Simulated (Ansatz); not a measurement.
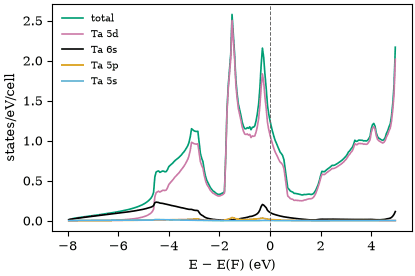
Figure. Total and projected density of states of Ta (bcc (W type), Im-3m), DFT-LDA in the program Ansatz with PAW potentials

**Question.** Which orbitals carry the states next to the Fermi level?

**Answer.** Within 0.5 eV of the Fermi level: Ta 5d 86 %, Ta 6s 8 %. Projections are on Löwdin-orthogonalised atomic valence shells; empty p or d shells of many metals are not among them.

**Question.** Where is the tallest occupied peak in this window, and what makes it?

**Answer.** Near -1.5 eV, about 2.6 states/eV per cell; the largest projected share is Ta 5d.

Symmetry was held in the LDA relaxation. No spin polarisation was allowed. Spin–orbit coupling is left out wherever it is not named.

Potentials: the earlier of the program's two PAW sets. The files were generated under PBE; for other functionals the program regenerates the frozen cores, and for LDA and PBEsol the local potential too.
